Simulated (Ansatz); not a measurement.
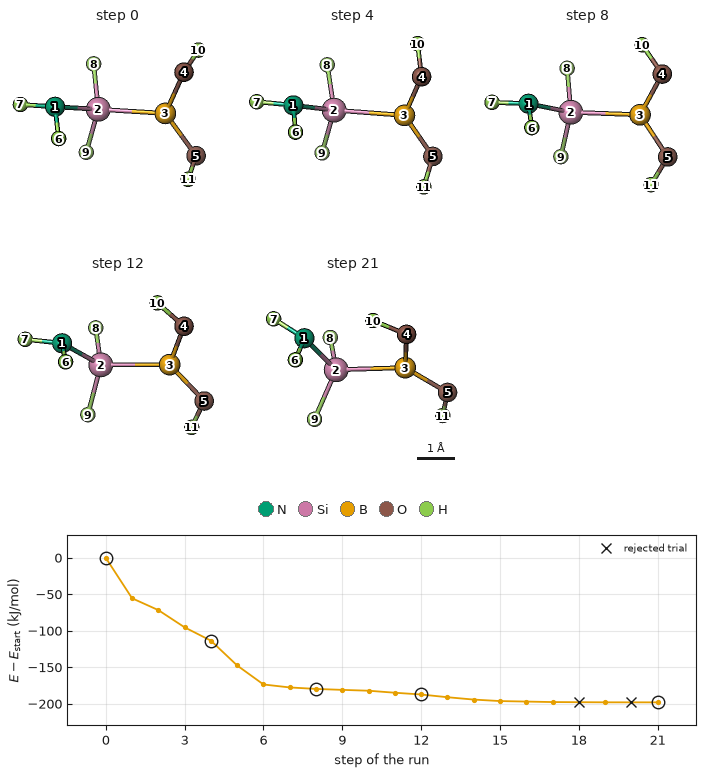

Frames of a relaxation of BSiNH₆O₂ (coarse preliminary run), marked on the history of the run. A ball-and-stick model, seen face on.

The start comes from a force field.

Method: RKS PBE-D4/def2-SVP in Ansatz 0.2.0. Set-up: force threshold 0.03 eV/Å; at most 200 steps.

**What happens along the run?**

The largest move after the best rigid fit is that of H10, 2.02 Å. By element the largest moves are H 2.02 Å, N 0.62 Å, O 0.55 Å, Si 0.35 Å, B 0.24 Å. Some distances before and after: B3–O4 1.546 → 1.364 Å, Si2–B3 1.946 → 2.051 Å, B3–O5 1.450 → 1.370 Å, N1–Si2 1.848 → 1.792 Å. Bond angles that change, for instance: Si2–N1–H7 103.9° → 116.6°, N1–Si2–B3 109.6° → 97.7°, Si2–B3–O5 121.4° → 131.7°. Groups turn about B3–O4 by about 90°, B3–O5 by about 85°, Si2–B3 by about 40°. Over 19 accepted moves (21 points after the start) the energy falls by 197.9 kJ/mol. The largest force component goes from 3.8 to 0.017 eV/Å. The line search rejected the trial steps at points 18, 20 of the run. Cost: 22 s on 4 threads of Arm Neoverse V2, on a shared host. From step 0 to 4: H10 moves most (0.50 Å), energy −113.4 kJ/mol. From step 4 to 8: H11 moves most (0.58 Å), energy −66.1 kJ/mol. From step 8 to 12: H10 moves most (0.68 Å), energy −7.63 kJ/mol. From step 12 to 21: H atoms move most (0.70 Å), energy −10.8 kJ/mol.

```
step  E − E(0), kJ/mol  largest force component, eV/Å      note
   0              0.00                         3.8002          
   1            -55.36                         2.3289          
   2            -71.59                         1.8945          
   3            -95.17                         0.8297          
   4           -113.44                         1.1646          
   5           -147.44                         1.4810          
   6           -173.44                         0.5553          
   7           -177.51                         0.4610          
   8           -179.54                         0.1367          
   9           -180.84                         0.5099          
  10           -182.00                         0.4888          
  11           -184.76                         0.4666          
  12           -187.17                         0.3692          
  13           -190.90                         0.2276          
  14           -194.14                         0.3181          
  15           -196.17                         0.4620          
  16           -196.86                         0.2165          
  17           -197.55                         0.1542          
  18           -197.09                         0.4712  rejected
  19           -197.89                         0.0570          
  20           -197.84                         0.0831  rejected
  21           -197.94                         0.0175
```
